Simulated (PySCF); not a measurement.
## Electronic structure of C₅H₈Si (SMILES CC1=CC=C[SiH2]1) in real space

```yaml
atoms:
  - { symbol: C, position_ang: [2.0818, -0.2657, 0.0603] }
  - { symbol: C, position_ang: [0.5981, -0.1441, 0.0278] }
  - { symbol: C, position_ang: [-0.2536, -1.1649, 0.2020] }
  - { symbol: C, position_ang: [-1.6718, -0.8475, 0.1360] }
  - { symbol: C, position_ang: [-1.9874, 0.4335, -0.0919] }
  - { symbol: Si, position_ang: [-0.4051, 1.4404, -0.2589] }
  - { symbol: H, position_ang: [2.4954, 0.3706, 0.8427] }
  - { symbol: H, position_ang: [2.5083, 0.0650, -0.8867] }
  - { symbol: H, position_ang: [2.3938, -1.2932, 0.2443] }
  - { symbol: H, position_ang: [0.0595, -2.1846, 0.3841] }
  - { symbol: H, position_ang: [-2.3995, -1.6367, 0.2702] }
  - { symbol: H, position_ang: [-3.0068, 0.7751, -0.1595] }
  - { symbol: H, position_ang: [-0.1986, 2.0149, -1.5898] }
  - { symbol: H, position_ang: [-0.2147, 2.4367, 0.7974] }
```

Geometry: GFN2-xTB.

The calculation used PySCF 2.14.0, PBE0/pcSseg-1, SCF density, gas phase, non-relativistic.

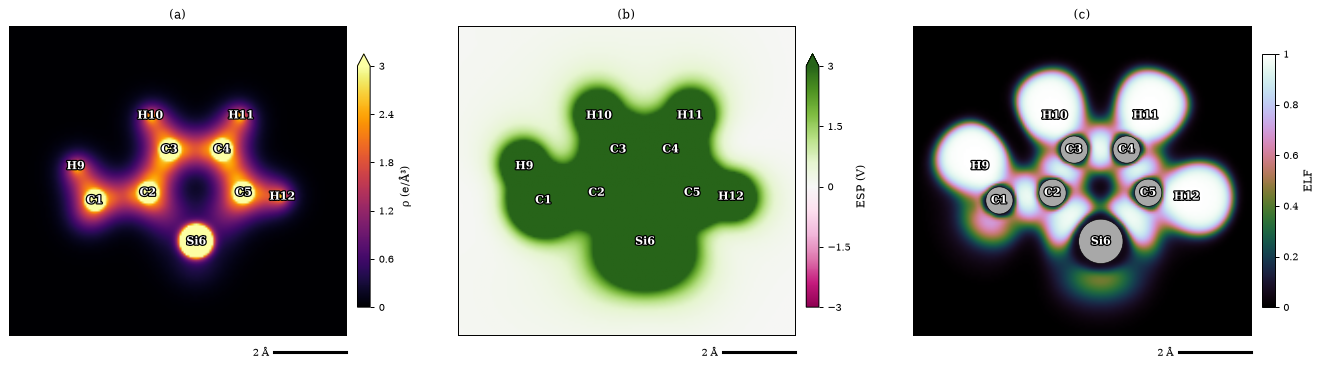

Figure 1. (a) total electron density; (b) molecular electrostatic potential; (c) ELF on the plane of atoms C3, C4 and C5. Grey discs cover the atomic cores in the ELF map.

**Read the bonding off the picture.**

The section cuts through C, Si and H sites. C–C (1.34 Å): the density is about 2.3 e/Å³ at the midpoint; the ELF peaks at about 0.90 between the atoms: a short, multiple covalent bond. C–Si (1.88 Å): ρ at the midpoint is about 0.93 e/Å³; the ELF peaks at about 0.95 between the atoms (a covalent bond). C–H (1.08 Å): the density is about 2 e/Å³ at the midpoint; the ELF climbs to about 1 towards the hydrogen, as it does in any bond to H (a covalent bond by its length). C–C (1.45 Å): ρ is about 1.9 e/Å³ halfway; the ELF peaks at about 0.95 between the atoms: localised, covalent bonding. The potential has no marked negative region in this plane.

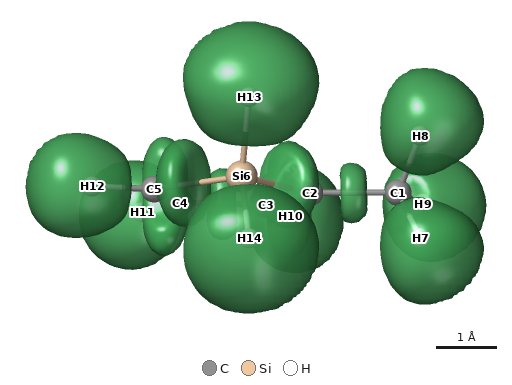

Figure 2. Isosurface of the ELF at 0.8 (green), seen from one side. Only the valence region is drawn (cores and ρ < 0.01 e/Å³ removed).

**Where are the electrons localised?**

At this value the surface marks out four regions between bonded C–C atoms (shared pairs), two regions between bonded C–Si atoms (shared pairs) and eight regions around hydrogen nuclei.

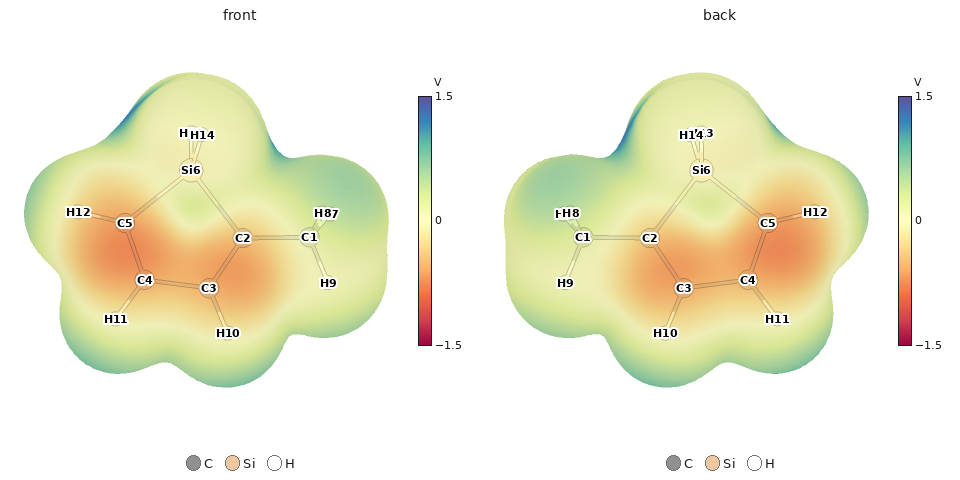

Figure 3. The electrostatic potential painted on the density surface at 0.002 e/bohr³, seen from the front and from behind; the colour scale runs from red (negative) to blue (positive).

**Which sites attract a positive test charge, and which a negative one?**

A positive charge is drawn to the negative regions and a negative charge to the positive ones. The most negative region (about −0.8 V) lies over the π face of C4 and C5, the most positive (about +1.2 V) over Si6.
